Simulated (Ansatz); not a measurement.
```xyz
9

Al    0.2917   -0.0793    0.0252
O     0.9731    0.0666    1.6170
H     0.5486   -0.1480    2.4675
H     1.6362    0.4617   -0.5104
O    -1.2192   -0.6033   -0.5549
Si   -2.6984   -1.3173   -0.8349
H    -2.8732   -2.5240    0.0519
H    -3.7999   -0.3360   -0.5368
H    -2.7860   -1.7619   -2.2690
```

Not at a stationary point (largest force 1.4 eV/Å).

Theory: Ansatz, RKS PBE/def2-SVP.

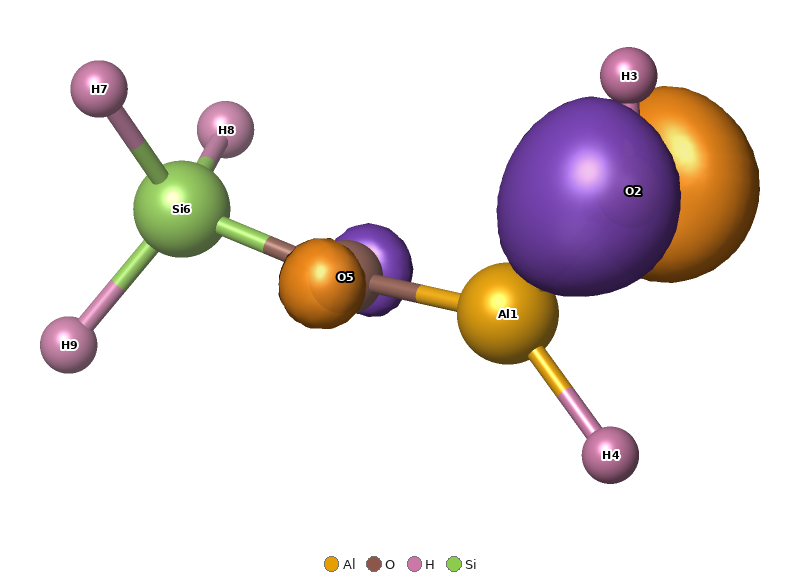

AlH₅O₂Si. The HOMO at ±0.2 Å⁻³ᐟ² (orange and purple are the two phases), seen at a tilt.

> Where does this orbital lie, and at what energy?

It lies mainly on O2 (about 75 %) and O5 (about 5 %); largely a lone pair of O2. Its energy is −6.97 eV.
